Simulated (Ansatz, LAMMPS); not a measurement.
# Amorphous 79SiO2-21B2O3 (mol %) (96 atoms): geometry optimisation, part 2 of 4

Wanted: the relaxed structure of amorphous 79SiO2-21B2O3 (mol %) (96 atoms) and its electronic structure.

Ansatz 0.2.0; Kohn-Sham DFT, PBE, PAW (set soft_2), plane waves.

The cell: 22 Si, 12 B and 62 O. The quench rate of 100 K/ps far exceeds what a furnace or splat quench reaches. The network of bonds at the start is that of the classical potential that made the cell. Only the Γ point is sampled in the main run, in a cell whose shortest periodic width is 11 Å.

So far. Step 3 (Single point at the start): Neighbours are counted within 2.08 Å (O-Si), 1.83 Å (O-B).

## (4) Cell and atoms relaxed

The cell is relaxed with the atoms, since the starting lattice needn't suit this functional.

File input.yaml:

```yaml
crystal:
  lattice:
    - [11.1246, 0.0, 0.0]
    - [0.0, 11.1246, 0.0]
    - [0.0, 0.0, 11.1246]
  atoms:
    [... the 96 atom lines of step 3 ...]
kpoints:
  mp_grid: { grid: [1, 1, 1] }
hamiltonian:
  xc: pbe
scf:
  occupations: { method: fermi_dirac, width: 0.025 }
output:
  forces: true
relax:
  f_tol: 0.04
  max_steps: 250
  cell: {}
```

Launch:

```sh
> ansatz run input.yaml --threads 4 --pin off --max-ram 8192MiB --backend cpu --events-out ev --progress --plain --runs-dir out
```

Numbers of over 12 decimals in the logs are rounded to 6 here.

Output:

```text
[...]
Crystal: 96 atoms, lattice volume = 1376.744 Å³
Basis set: ecut = 420 eV, 26961 PW (Γ), exchange–correlation on 150×150×150 points (8 copies of the dense FFT grid, shifted against one another)
Bands: 344, of which v1, the nominal top of the filled ones, is band 248 counted from 1 (247 counted from 0)
Symmetry: 1 space group operations
[...]
k-points: 1
[...]
SCF iter   1: F=—  HF=-51129.954087 eV  |F-HF|=—  |Δ(HF+E_count)|=         —  Δρ=2.55e-3  dr2=1.08e-1  ethr=1.77e-3  ⟨swp⟩=7.0  Hψ=1717  notcnv=0  defer=57
[...]
SCF iter   9: F=-51129.935688 eV  HF=-51129.935688 eV  |F-HF|=4.57e-9  |Δ(HF+E_count)|=   7.65e-8  Δρ=1.10e-6  dr2=1.81e-8  ethr=2.02e-11  ⟨swp⟩=4.0  Hψ=1030  notcnv=0
SCF 1 converged in 9 iterations: F = -51129.935688 eV  dr2 = 1.81e-8
[...]
relax step   1: F+E_penalty+E_count = -51129.93568764 eV  Δ(F+E_penalty+E_count) = +0.000e0 eV  max|allowed force component| = 2.907e0 eV/Å  Δτ_max = 0.0000 Å  P = -4.756 GPa  Ω = 1376.744 Å³  (9 SCF iters, dr2 threshold 1.00e-7 eV, accepted)
[... from here on, the SCF cycles and remarks between the steps are left out ...]
relax step   2: F+E_penalty+E_count = -51132.44947420 eV  Δ(F+E_penalty+E_count) = -2.514e0 eV  max|allowed force component| = 1.550e0 eV/Å  Δτ_max = 0.1634 Å  P = -2.081 GPa  Ω = 1358.943 Å³  energy of the carried Pulay correction = +5.956e-2 eV  (7 SCF iters, dr2 threshold 9.60e-6 eV, accepted)
relax step   3: F+E_penalty+E_count = -51133.69981778 eV  Δ(F+E_penalty+E_count) = -1.250e0 eV  max|allowed force component| = 7.883e-1 eV/Å  Δτ_max = 0.1283 Å  P = +0.974 GPa  Ω = 1325.628 Å³  energy of the carried Pulay correction = +1.731e-1 eV  (7 SCF iters, dr2 threshold 9.60e-6 eV, accepted)
relax step   4: F+E_penalty+E_count = -51134.36556197 eV  Δ(F+E_penalty+E_count) = -6.657e-1 eV  max|allowed force component| = 4.440e-1 eV/Å  Δτ_max = 0.2000 Å  P = +0.010 GPa  Ω = 1316.703 Å³  energy of the carried Pulay correction = +2.040e-1 eV  (7 SCF iters, dr2 threshold 9.60e-6 eV, accepted)
relax step   5: F+E_penalty+E_count = -51134.64246025 eV  Δ(F+E_penalty+E_count) = -2.769e-1 eV  max|allowed force component| = 5.237e-1 eV/Å  Δτ_max = 0.2000 Å  P = -0.259 GPa  Ω = 1312.324 Å³  energy of the carried Pulay correction = +2.193e-1 eV  (7 SCF iters, dr2 threshold 9.60e-6 eV, accepted)
relax step   6: F+E_penalty+E_count = -51134.84596179 eV  Δ(F+E_penalty+E_count) = -2.035e-1 eV  max|allowed force component| = 2.224e-1 eV/Å  Δτ_max = 0.2000 Å  P = -0.106 GPa  Ω = 1307.008 Å³  energy of the carried Pulay correction = +2.378e-1 eV  (7 SCF iters, dr2 threshold 9.60e-6 eV, accepted)
relax step   7: F+E_penalty+E_count = -51134.98001717 eV  Δ(F+E_penalty+E_count) = -1.341e-1 eV  max|allowed force component| = 1.607e-1 eV/Å  Δτ_max = 0.2000 Å  P = -0.004 GPa  Ω = 1300.903 Å³  energy of the carried Pulay correction = +2.593e-1 eV  (7 SCF iters, dr2 threshold 3.09e-6 eV, accepted)
relax step   8: F+E_penalty+E_count = -51134.97019179 eV  Δ(F+E_penalty+E_count) = +9.825e-3 eV  max|allowed force component| = 3.793e-1 eV/Å  Δτ_max = 0.2000 Å  P = +0.005 GPa  Ω = 1298.390 Å³  energy of the carried Pulay correction = +2.681e-1 eV  (7 SCF iters, dr2 threshold 1.61e-6 eV, rejected (line search))
relax step   9: F+E_penalty+E_count = -51135.02616109 eV  Δ(F+E_penalty+E_count) = -4.614e-2 eV  max|allowed force component| = 6.281e-2 eV/Å  Δτ_max = 0.1000 Å  P = -0.025 GPa  Ω = 1300.428 Å³  energy of the carried Pulay correction = +2.609e-1 eV  (10 SCF iters, accepted)
relax step  10: F+E_penalty+E_count = -51135.04429307 eV  Δ(F+E_penalty+E_count) = -1.813e-2 eV  max|allowed force component| = 1.509e-1 eV/Å  Δτ_max = 0.1000 Å  P = -0.033 GPa  Ω = 1300.352 Å³  energy of the carried Pulay correction = +2.612e-1 eV  (8 SCF iters, dr2 threshold 2.47e-7 eV, accepted)
relax step  11: F+E_penalty+E_count = -51135.03978488 eV  Δ(F+E_penalty+E_count) = +4.508e-3 eV  max|allowed force component| = 2.684e-1 eV/Å  Δτ_max = 0.0693 Å  P = +0.123 GPa  Ω = 1301.696 Å³  energy of the carried Pulay correction = +2.565e-1 eV  (7 SCF iters, dr2 threshold 1.42e-6 eV, accepted)
relax step  12: F+E_penalty+E_count = -51135.03636311 eV  Δ(F+E_penalty+E_count) = +3.422e-3 eV  max|allowed force component| = 2.015e-1 eV/Å  Δτ_max = 0.0653 Å  P = -0.167 GPa  Ω = 1303.738 Å³  energy of the carried Pulay correction = +2.493e-1 eV  (6 SCF iters, dr2 threshold 4.50e-6 eV, accepted)
relax step  13: F+E_penalty+E_count = -51134.98073466 eV  Δ(F+E_penalty+E_count) = +5.563e-2 eV  max|allowed force component| = 3.746e-1 eV/Å  Δτ_max = 0.2000 Å  P = -0.101 GPa  Ω = 1308.804 Å³  energy of the carried Pulay correction = +2.316e-1 eV  (7 SCF iters, dr2 threshold 2.54e-6 eV, rejected (line search))
relax step  14: F+E_penalty+E_count = -51135.04423585 eV  Δ(F+E_penalty+E_count) = -7.873e-3 eV  max|allowed force component| = 4.093e-1 eV/Å  Δτ_max = 0.0986 Å  P = +0.099 GPa  Ω = 1303.198 Å³  energy of the carried Pulay correction = +2.512e-1 eV  (11 SCF iters, accepted)
relax step  15: F+E_penalty+E_count = -51135.04412402 eV  Δ(F+E_penalty+E_count) = +1.118e-4 eV  max|allowed force component| = 1.819e-1 eV/Å  Δτ_max = 0.1000 Å  P = -0.007 GPa  Ω = 1305.160 Å³  energy of the carried Pulay correction = +2.443e-1 eV  (7 SCF iters, dr2 threshold 9.60e-6 eV, accepted)
relax step  16: F+E_penalty+E_count = -51135.03925099 eV  Δ(F+E_penalty+E_count) = +4.873e-3 eV  max|allowed force component| = 3.407e-1 eV/Å  Δτ_max = 0.0839 Å  P = +0.009 GPa  Ω = 1304.267 Å³  energy of the carried Pulay correction = +2.474e-1 eV  (7 SCF iters, dr2 threshold 2.07e-6 eV, rejected (line search))
relax step  17: F+E_penalty+E_count = -51135.05758859 eV  Δ(F+E_penalty+E_count) = -1.346e-2 eV  max|allowed force component| = 4.548e-2 eV/Å  Δτ_max = 0.0420 Å  P = +0.015 GPa  Ω = 1304.405 Å³  energy of the carried Pulay correction = +2.470e-1 eV  (10 SCF iters, accepted)
relax step  18: F+E_penalty+E_count = -51135.05687288 eV  Δ(F+E_penalty+E_count) = +7.157e-4 eV  max|allowed force component| = 1.505e-2 eV/Å  Δτ_max = 0.0193 Å  P = +0.010 GPa  Ω = 1304.894 Å³  energy of the carried Pulay correction = +2.452e-1 eV  (7 SCF iters, dr2 threshold 1.29e-7 eV, accepted)
relax step  19: F+E_penalty+E_count = -51134.97358238 eV  Δ(F+E_penalty+E_count) = +8.329e-2 eV  max|allowed force component| = 1.370e-2 eV/Å  Δτ_max = 0.0000 Å  P = -0.151 GPa  Ω = 1304.894 Å³  stress off target by 3.70e-1 GPa  SCF on the basis re-selected at this cell (its energy is not comparable with the rows above)  (7 SCF iters)
relax step  20: F+E_penalty+E_count = -51134.99681267 eV  Δ(F+E_penalty+E_count) = -2.323e-2 eV  max|allowed force component| = 5.988e-2 eV/Å  Δτ_max = 0.0452 Å  P = -0.003 GPa  Ω = 1300.952 Å³  energy of the carried Pulay correction = +1.397e-2 eV  (7 SCF iters, dr2 threshold 3.42e-7 eV, accepted)
relax step  21: F+E_penalty+E_count = -51134.99622956 eV  Δ(F+E_penalty+E_count) = +5.831e-4 eV  max|allowed force component| = 1.249e-1 eV/Å  Δτ_max = 0.0345 Å  P = -0.002 GPa  Ω = 1301.621 Å³  energy of the carried Pulay correction = +1.167e-2 eV  (7 SCF iters, dr2 threshold 2.24e-7 eV, accepted)
relax step  22: F+E_penalty+E_count = -51134.99795725 eV  Δ(F+E_penalty+E_count) = -1.728e-3 eV  max|allowed force component| = 9.741e-3 eV/Å  Δτ_max = 0.0162 Å  P = -0.001 GPa  Ω = 1301.440 Å³  energy of the carried Pulay correction = +1.228e-2 eV  (6 SCF iters, dr2 threshold 9.75e-7 eV, accepted)
relax step  23: F+E_penalty+E_count = -51134.98883962 eV  Δ(F+E_penalty+E_count) = +9.118e-3 eV  max|allowed force component| = 9.234e-3 eV/Å  Δτ_max = 0.0000 Å  P = -0.012 GPa  Ω = 1301.440 Å³  stress off target by 4.10e-2 GPa  SCF on the basis re-selected at this cell (its energy is not comparable with the rows above)  (6 SCF iters)
[...]
SCF converged after 6 iterations
Free energy (F): -51134.988840 eV
[...]
Internal energy: -51134.988840 eV  (E = F + TS)
E sigma→0 (E₀):  -51134.988840 eV
Fermi energy:    4.051438 eV
[...]
--- Forces (eV/Å), atoms counted from 1 ---
  atom   1  Si     0.00168997     0.00228564     0.00161750
  atom   2  Si    -0.00208500    -0.00024835    -0.00190294
  atom   3  Si     0.00267243     0.00455874    -0.00099671
  atom   4  Si    -0.00275484     0.00108190    -0.00711804
  atom   5  Si     0.00215046     0.00431711    -0.00604972
  atom   6  Si     0.00273296    -0.00061036    -0.00260113
  atom   7  Si     0.00085399     0.00011266    -0.00201866
  atom   8  Si    -0.00091722    -0.00171362    -0.00287101
  atom   9  Si    -0.00842881    -0.00232754     0.00173105
  atom  10  Si    -0.00133051     0.00268586    -0.00402930
  atom  11  Si     0.00527609     0.00300082    -0.00120550
  atom  12  Si     0.00065435     0.00246344     0.00262682
  atom  13  Si    -0.00463642     0.00020284    -0.00318533
  atom  14  Si    -0.00166925    -0.00349667    -0.00220116
[...]
atom  95  O     -0.00173133    -0.00122481     0.00172064
  atom  96  O     -0.00158599     0.00020210     0.00129723
  max |Σ_I F_I| component: 3.00e-5 eV/Å
--- Stress (GPa, compression-positive) ---
       -0.031074       0.015231      -0.017469
        0.015242      -0.002189      -0.015252
       -0.017473      -0.015259      -0.001822
  P = ⅓ Tr σ = -0.0117 GPa (-0.117 kbar)
--- Relaxed structure (21 steps of the walk, 18 accepted, 2 SCFs on fresh bases) ---
  F+E_penalty+E_count = -51134.98883962 eV   max|allowed force component| = 9.234e-3 eV/Å   (the final SCF, on the basis selected at the relaxed cell)
  cell:  # Å, volume = 1301.4404 Å³
    - [10.554051, 0.123636, -0.377952]
    - [0.123636, 11.119328, -0.255295]
    - [-0.377952, -0.255295, 11.110512]
  atoms:
    - { symbol: Si, position: [0.725593, 0.336178, 0.827577] }
    - { symbol: Si, position: [0.372249, 0.038392, 0.630425] }
    - { symbol: Si, position: [0.131348, 0.891679, 0.520292] }
    - { symbol: Si, position: [0.544191, 0.060158, 0.077670] }
[...]
- { symbol: O, position: [0.131117, 0.526858, 0.201068] }
```

Elapsed: 4 min, on 4 threads of Arm Neoverse V2, shared host; peak memory 1.6 GiB.

The steps of the relaxation (22 of 23):

```tsv
step	energy less that of the first step (eV)	largest force component (eV/Å)	pressure (GPa)	volume (Å³)
1	0.0000	2.9072	-4.76	1376.74
2	-2.5138	1.5501	-2.08	1358.94
3	-3.7641	0.7883	0.97	1325.63
4	-4.4299	0.4440	0.01	1316.70
5	-4.7068	0.5237	-0.26	1312.32
6	-4.9103	0.2224	-0.11	1307.01
7	-5.0443	0.1607	0.00	1300.90
8	-5.0345	0.3793	0.01	1298.39
9	-5.0905	0.0628	-0.03	1300.43
10	-5.1086	0.1509	-0.03	1300.35
11	-5.1041	0.2684	0.12	1301.70
13	-5.0450	0.3746	-0.10	1308.80
14	-5.1085	0.4093	0.10	1303.20
15	-5.1084	0.1819	-0.01	1305.16
16	-5.1036	0.3407	0.01	1304.27
17	-5.1219	0.0455	0.01	1304.41
18	-5.1212	0.0151	0.01	1304.89
19*	-5.0379	0.0137	-0.15	1304.89
20	-5.0611	0.0599	0.00	1300.95
21	-5.0605	0.1249	0.00	1301.62
22	-5.0623	0.0097	0.00	1301.44
23*	-5.0532	0.0092	-0.01	1301.44
```

Relaxation steps marked * repeat the geometry before them on a plane-wave basis chosen anew for their cell, so energy and pressure can jump there. Other such steps can lie between the rows shown. Relaxation steps 8, 13, 16 were tried and not accepted.

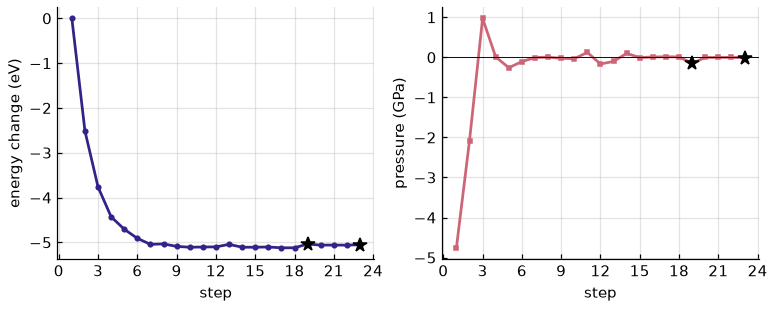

Energy and pressure along the relaxation. Stars mark steps on a basis chosen anew.

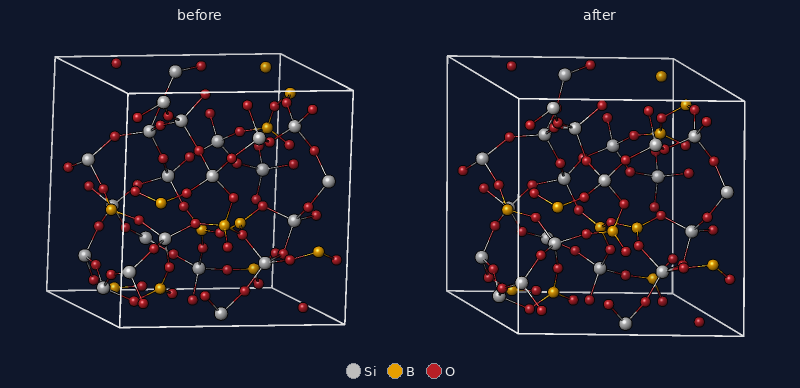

Before and after, at one scale. Bonds to atoms that aren't drawn are left out.

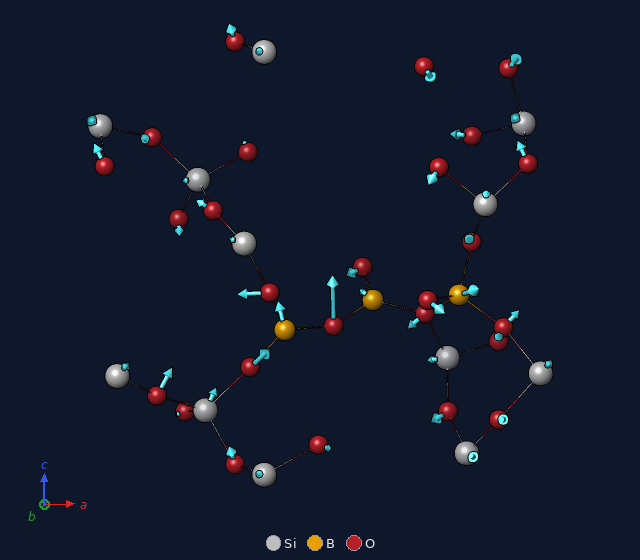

Displacements in the relaxation, exaggerated, measured against the changing cell; the longest in the cell stands for 0.84 Å. Drawn is a slice 4 Å thick, seen along the normal of the ac plane. Bonds to atoms that aren't drawn are left out.

```tsv
cell as run	before	after	change
a (Å)	11.125	10.562	-5.1 %
b (Å)	11.125	11.123	-0.0 %
c (Å)	11.125	11.120	-0.0 %
α (°)	90.00	92.65	+2.9 %
β (°)	90.00	94.01	+4.5 %
γ (°)	90.00	88.65	-1.5 %
volume (Å³/atom)	14.34	13.56	-5.5 %
```

The atoms that moved most (Å, as changes of fractional coordinates times the final cell):

```tsv
atom	dx	dy	dz	length
O82	-0.040	-0.303	0.784	0.841
O58	0.640	-0.003	-0.463	0.790
O73	0.219	0.696	0.075	0.734
O46	-0.550	0.025	-0.348	0.651
O76	0.373	-0.414	-0.167	0.582
O94	-0.057	-0.288	-0.456	0.542
O53	-0.380	-0.340	0.164	0.536
B23	0.240	-0.454	0.122	0.527
```

The relaxation changed the energy by -52.6 meV/atom, and atoms moved by 0.32 Å r.m.s., 0.84 Å at most.

## (5) Distances and neighbours after relaxation

Bonds before and after, by the cutoffs listed below:

```tsv
pair	bonds before	bonds after	mean before (Å)	mean after (Å)	spread before (Å)	spread after (Å)
O-Si	88	88	1.643	1.635	0.015	0.013
O-B	37	36	1.403	1.373	0.028	0.010
```

Density 2.22 g/cm³, 13.56 Å³ an atom.

Pair distribution functions g(r), in bins of 0.2 Å:

```tsv
r (Å)	total	O-O	O-Si	O-B	Si-Si	Si-B	B-B
1.30	2.14	0.00	0.00	13.25	0.00	0.00	0.00
1.50	0.00	0.00	0.00	0.00	0.00	0.00	0.00
1.70	3.72	0.00	12.55	0.00	0.00	0.00	0.00
1.90	0.00	0.00	0.00	0.00	0.00	0.00	0.00
2.10	0.00	0.00	0.00	0.00	0.00	0.00	0.00
2.30	0.61	1.41	0.00	0.14	0.00	0.00	0.00
2.50	0.60	1.22	0.00	0.00	0.00	0.60	3.48
2.70	1.99	4.16	0.05	0.27	0.00	3.42	0.00
2.90	0.65	0.61	0.13	0.49	1.49	3.54	0.00
3.10	0.65	0.45	0.31	0.79	4.43	0.00	0.73
3.30	0.67	0.59	0.72	1.01	0.61	0.00	0.65
3.50	0.90	0.59	1.16	1.65	0.00	0.65	0.56
3.70	1.06	0.64	1.58	1.67	0.45	0.43	0.51
3.90	1.28	0.91	2.00	1.54	0.00	1.03	0.00
4.10	1.04	0.82	1.35	1.09	1.00	1.05	0.43
4.30	1.04	0.80	1.62	0.60	0.81	1.05	1.56
4.50	0.93	1.14	0.62	0.58	1.36	1.65	0.70
4.70	0.98	1.23	0.64	0.76	1.17	1.25	1.61
4.90	1.14	1.46	0.67	0.89	1.79	1.14	1.77
5.10	1.09	1.27	0.76	1.10	1.56	1.19	0.84
```

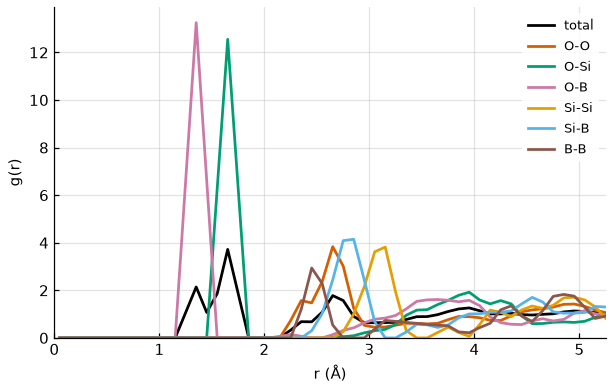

Pair distribution functions, lightly smoothed.

Bonds by pair of elements; cutoffs follow the first minimum of g(r), held within bounds set by covalent radii, and pairs that aren't listed don't count as bonded:

```tsv
pair A-B	cutoff (Å)	bonds	mean length (Å)	spread (Å)	shortest (Å)	B about A	A about B
O-Si	2.08	88	1.64	0.013	1.60	1.42	4
O-B	1.77	36	1.37	0.01	1.35	0.581	3
```

How many atoms have how many bonded neighbours:

```tsv
element	mean	2	3	4
B	3	0	12	0
O	2	62	0	0
Si	4	0	0	22
```

Bond angles, per cent of each kind in bins of 5°:

```tsv
angle (°)	O-Si-O	O-B-O	B-O-Si	Si-O-Si
95–100	1.5	0.0	0.0	0.0
100–105	12.9	0.0	0.0	0.0
105–110	40.2	0.0	0.0	0.0
110–115	37.9	2.8	0.0	0.0
115–120	6.8	55.6	6.7	3.5
120–125	0.8	36.1	13.3	3.5
125–130	0.0	5.6	6.7	0.0
130–135	0.0	0.0	13.3	20.7
135–140	0.0	0.0	20.0	13.8
140–145	0.0	0.0	6.7	17.2
145–150	0.0	0.0	10.0	17.2
150–155	0.0	0.0	6.7	13.8
155–160	0.0	0.0	3.3	3.5
160–165	0.0	0.0	10.0	3.5
165–170	0.0	0.0	3.3	3.5
```

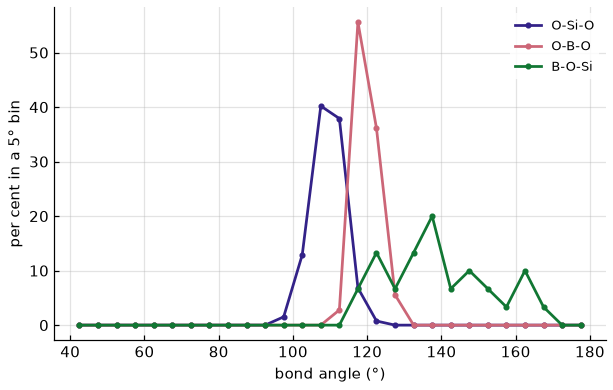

Distributions of the most common bond angles.

Bond angles (no mean is given where the spread exceeds 20°):

```tsv
angle	count	mean (°)	spread (°)
O-Si-O	132	110	4
O-B-O	36	120	2.7
B-O-Si	30	139	14.2
Si-O-Si	29	142	11.2
B-O-B	3	132	7.1
```

Oxygen atoms by the number of network formers (Si, P, Ge, B, Al, As, Ga) bound to them:

```tsv
network formers bound to O	O atoms	per cent
0	0	0
1	0	0
2	62	100
```

Network units: each former by its oxygen neighbours and how many of them bridge to another former:

```tsv
former	O neighbours	bridging O	atoms
Si	4	4	22
B	3	3	12
```

Rings of the network by King's shortest-path rule, up to 12 atoms, one path for each pair of neighbours; H, halogens, alkali and alkaline-earth atoms are left out, and the last column divides by all other atoms, bonded or not:

```tsv
ring size (atoms)	rings	per network atom
6	1	0.01
8	3	0.031
10	6	0.062
12	5	0.052
```

With the cutoffs above, all B atoms have 3, all O atoms have 2 and all Si atoms have 4 bonded neighbours. The O-Si-O angle averages 110° with a spread of 4°. 100 % of the oxygens bridge two formers (Si and B) and 0 % are non-bridging. The commonest Si unit has 4 oxygens, 4 of them shared with other formers (22 of 22 atoms). Rings of 10 atoms are the most common (40 % of those counted); sizes run from 6 to 12, where the search stops.

(Part 2 of 4 ends here.)

[Logs are printed without paths, hosts, clocks, repeated set-up lines and the standing remarks that a program may print on its own settings, such as how far it seeks lower states.]

[Hosts, paths, dates, database ids (printed as entryN), source tags and the programs' standing remarks are cut or masked in the printed files.]
